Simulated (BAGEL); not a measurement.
# C2H6Si (SMILES CC[SiH]) at HF/cc-pVDZ (density fitting with qzvpp-jkfit)

What is the vertical singlet–triplet gap of C2H6Si at HF/cc-pVDZ (density fitting with qzvpp-jkfit)? 

The calculation is run with BAGEL 1.2.2.

2 further runs of the same task are left out: 2 set aside as unsound or not needed.

## 1. The structure to begin with

C2H6Si: 9 atoms, total charge 0, spin state singlet. As SMILES, `CC[SiH]`. The shape is that of a PBE0-D4/def2-TZVP optimisation. This is one conformer, not always the lowest.

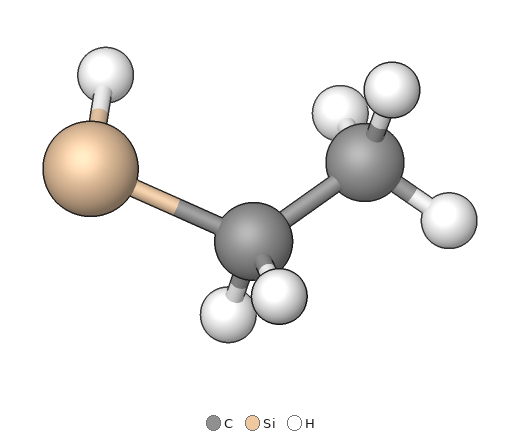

The structure, seen from a chosen angle (carbon grey, silicon light orange, hydrogen white).

## 2. A single-point energy at HF/cc-pVDZ (density fitting with qzvpp-jkfit)

Contents of input.json:

```json
{ "bagel" : [

{
  "title" : "molecule",
  "basis" : "cc-pvdz.json",
  "df_basis" : "qzvpp-jkfit",
  "angstrom" : "true",
  "geometry" : [
    { "atom" : "C", "xyz" : [   -0.593600,    0.495600,   -0.562700 ] },
    { "atom" : "C", "xyz" : [    0.423400,   -0.563800,   -0.158900 ] },
    { "atom" : "Si", "xyz" : [    1.475100,   -0.358700,    1.398700 ] },
    { "atom" : "H", "xyz" : [   -1.208900,    0.173100,   -1.407700 ] },
    { "atom" : "H", "xyz" : [   -0.098000,    1.423000,   -0.860500 ] },
    { "atom" : "H", "xyz" : [   -1.258400,    0.736300,    0.269500 ] },
    { "atom" : "H", "xyz" : [    1.051000,   -0.864800,   -1.004300 ] },
    { "atom" : "H", "xyz" : [   -0.103000,   -1.497700,    0.133400 ] },
    { "atom" : "H", "xyz" : [    0.401100,    0.410600,    2.175300 ] }
  ]
},
{
  "title" : "hf"
},
{
  "title" : "print",
  "file" : "orbitals.molden",
  "orbitals" : "true"
}

]}
```

The basis set cc-pVDZ is read from a file made from the Basis Set Exchange's data (not shown).

Launch:

```
BAGEL_NUM_THREADS=1 BAGEL input.json > input.out
```

The log of the run:

```text
* using 1 threads per process

  ===============================================================
  ===============================================================

  *** Geometry ***

  { "atom" : "C", "xyz" : [     -1.121741,      0.936548,     -1.063349 ] },
  { "atom" : "C", "xyz" : [      0.800110,     -1.065428,     -0.300277 ] },
  { "atom" : "Si", "xyz" : [      2.787535,     -0.677845,      2.643160 ] },
  { "atom" : "H", "xyz" : [     -2.284490,      0.327112,     -2.660167 ] },
  { "atom" : "H", "xyz" : [     -0.185193,      2.689080,     -1.626109 ] },
  { "atom" : "H", "xyz" : [     -2.378031,      1.391405,      0.509281 ] },
  { "atom" : "H", "xyz" : [      1.986102,     -1.634235,     -1.897852 ] },
  { "atom" : "H", "xyz" : [     -0.194642,     -2.830243,      0.252089 ] },
  { "atom" : "H", "xyz" : [      0.757969,      0.775922,      4.110721 ] },

  Number of auxiliary basis functions:      386

  Since a DF basis is specified, we compute 2- and 3-index integrals:
    o Being stored without compression. Storage requirement is 0.018 GB

  Number of basis functions:       76
  Number of electrons      :       32

    * METHOD: MOLECULE                             0.12

  *** RHF ***

  === Nuclear Repulsion ===
    95.8004765819

      * DIIS with orbital gradients will be used.

  === RHF iteration (cc-pvdz.json) ===
      0       -367.95992604          0.01605826           0.03
      1       -368.07048233          0.00840519           0.03
      2       -368.09642897          0.00166644           0.03
      3       -368.09840205          0.00025163           0.03
      4       -368.09845205          0.00008459           0.03
      5       -368.09845885          0.00003330           0.03
      6       -368.09845979          0.00001026           0.03
      7       -368.09845993          0.00000446           0.03
      8       -368.09845997          0.00000209           0.03
      9       -368.09845998          0.00000080           0.03
     10       -368.09845998          0.00000032           0.03
     11       -368.09845998          0.00000011           0.03
     12       -368.09845998          0.00000004           0.03
     13       -368.09845998          0.00000001           0.03
     14       -368.09845998          0.00000001           0.03
    * SCF iteration converged.

    * Permanent dipole moment:
           (    0.317573,    -0.018496,     0.343488) a.u.

    * METHOD: HF                                   0.55

    * METHOD: PRINT                                0.01

  ===============================================================
```

Run time: 0.84 s. Hardware: 1 thread of Arm Neoverse V2, shared host.

## 3. The triplet at the same level

Contents of calc.json:

```json
{ "bagel": [

{
  "title": "molecule",
  "basis": "cc-pvdz.json",
  "df_basis": "qzvpp-jkfit",
  "angstrom": "true",
  "geometry": [
    { "atom": "C", "xyz": [      -0.593600,       0.495600,      -0.562700 ] },
    { "atom": "C", "xyz": [       0.423400,      -0.563800,      -0.158900 ] },
    { "atom": "Si", "xyz": [       1.475100,      -0.358700,       1.398700 ] },
    { "atom": "H", "xyz": [      -1.208900,       0.173100,      -1.407700 ] },
    { "atom": "H", "xyz": [      -0.098000,       1.423000,      -0.860500 ] },
    { "atom": "H", "xyz": [      -1.258400,       0.736300,       0.269500 ] },
    { "atom": "H", "xyz": [       1.051000,      -0.864800,      -1.004300 ] },
    { "atom": "H", "xyz": [      -0.103000,      -1.497700,       0.133400 ] },
    { "atom": "H", "xyz": [       0.401100,       0.410600,       2.175300 ] }
  ]
},

{ "title": "uhf", "charge": 0, "nopen": 2 },

{ "title": "print", "file": "orbitals.molden", "orbitals": "true" }

]}
```

The basis set cc-pVDZ is read from a file made from the Basis Set Exchange's data (not shown).

Launch:

```
BAGEL_NUM_THREADS=1 BAGEL calc.json > calc.out
```

The log of the run:

```text
* using 1 threads per process

  ===============================================================
  ===============================================================

  *** Geometry ***

  { "atom" : "C", "xyz" : [     -1.121741,      0.936548,     -1.063349 ] },
  { "atom" : "C", "xyz" : [      0.800110,     -1.065428,     -0.300277 ] },
  { "atom" : "Si", "xyz" : [      2.787535,     -0.677845,      2.643160 ] },
  { "atom" : "H", "xyz" : [     -2.284490,      0.327112,     -2.660167 ] },
  { "atom" : "H", "xyz" : [     -0.185193,      2.689080,     -1.626109 ] },
  { "atom" : "H", "xyz" : [     -2.378031,      1.391405,      0.509281 ] },
  { "atom" : "H", "xyz" : [      1.986102,     -1.634235,     -1.897852 ] },
  { "atom" : "H", "xyz" : [     -0.194642,     -2.830243,      0.252089 ] },
  { "atom" : "H", "xyz" : [      0.757969,      0.775922,      4.110721 ] },

  Number of auxiliary basis functions:      386

  Since a DF basis is specified, we compute 2- and 3-index integrals:
    o Being stored without compression. Storage requirement is 0.018 GB

  Number of basis functions:       76
  Number of electrons      :       32

    * METHOD: MOLECULE                             0.12

  *** Open-shell HF ***

  === Nuclear Repulsion ===
    95.8004765819

      * DIIS with orbital gradients will be used.

  === UHF iteration (cc-pvdz.json) ===
      0       -367.91690144          0.03058049           0.06
      1       -368.03673473          0.01613959           0.06
      2       -368.06149843          0.00853952           0.06
      3       -368.06950292          0.00171318           0.06
      4       -368.07092482          0.00052678           0.06
      5       -368.07112655          0.00024233           0.06
      6       -368.07119697          0.00006907           0.06
      7       -368.07121479          0.00003261           0.06
      8       -368.07122226          0.00001520           0.06
      9       -368.07122423          0.00000654           0.06
     10       -368.07122440          0.00000283           0.06
     11       -368.07122442          0.00000159           0.06
     12       -368.07122442          0.00000088           0.06
     13       -368.07122443          0.00000039           0.06
     14       -368.07122443          0.00000021           0.06
     15       -368.07122443          0.00000014           0.06
     16       -368.07122443          0.00000009           0.06
     17       -368.07122443          0.00000004           0.06
     18       -368.07122443          0.00000002           0.06
     19       -368.07122443          0.00000001           0.06
    * SCF iteration converged.

    * S^2 (UHF) is 2.0043

    * Permanent dipole moment:
           (   -0.079222,     0.202078,     0.256271) a.u.

    * METHOD: UHF                                  1.28

    * METHOD: PRINT                                0.01

  ===============================================================
```

Wall time 1.6 s (1 thread of Arm Neoverse V2, shared host).

## 4. Results

At HF/cc-pVDZ (density fitting with qzvpp-jkfit):

```
                                        quantity          value
                           singlet: total energy  -368.09846 Eh
                          singlet: dipole moment         1.19 D
                            singlet: HOMO energy       -8.56 eV
                            singlet: LUMO energy        0.89 eV
                          singlet: HOMO–LUMO gap        9.45 eV
                           triplet: total energy  -368.07122 Eh
                          triplet: dipole moment         0.85 D
                                   triplet: ⟨S²⟩          2.004
vertical energy of the triplet above the singlet       0.741 eV
```

**Reading.** At this shape the triplet lies 0.74 eV (71.5 kJ/mol) above the singlet.
